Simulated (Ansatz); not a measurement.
## Ligand exchange: C4H9NO + MgH(OH) → C4H8O2 + MgH(NH2)

Species: C4H9NO `CCCC(N)=O`, singlet; MgH(OH), singlet; C4H8O2 `CCCC(=O)O`, singlet; MgH(NH2), singlet. The partners trade NH2 for OH: C–NH2 and Mg–OH bonds give way to C–OH and Mg–NH2.

Shapes, held fixed at every level: PBE0-D4/def2-TZVP. Flexible molecules stand in one conformer, not always the lowest. Programs: Ansatz 0.2.0. Electronic energies: no zero-point or thermal term.

```
             level                    kind  ΔE (kJ/mol)  less CCSD(T)/def2-TZVPP
     HF/def2-TZVPP            Hartree–Fock        +67.7                     +8.1
 PBE-D4/def2-TZVPP                     GGA        +62.8                     +3.2
wB97M-V/def2-TZVPP  range-separated hybrid        +63.5                     +3.9
 B2PLYP/def2-TZVPP           double hybrid        +66.7                     +7.1
    MP2/def2-TZVPP     perturbation theory        +64.7                     +5.1
   CCSD/def2-TZVPP   coupled cluster or CI        +61.5                     +1.9
CCSD(T)/def2-TZVPP   coupled cluster or CI        +59.6                      0.0
```

The highest level, CCSD(T)/def2-TZVPP, gives ΔE = +59.6 kJ/mol; the levels span +59.6 to +67.7. The column of differences is taken from that level and isn't an error. No measured value is set beside it here. Outer-core shells of Mg are correlated in most correlated rows, in sets that cover them unevenly.

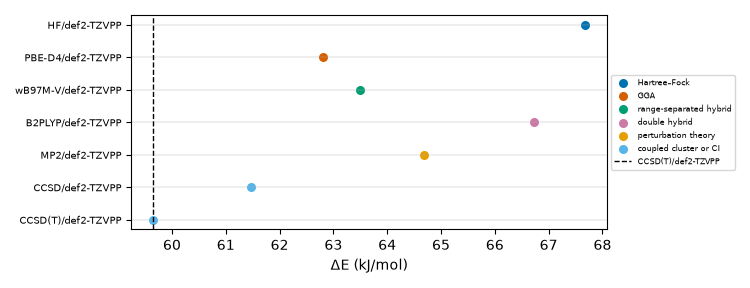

The values of the table, level by level.
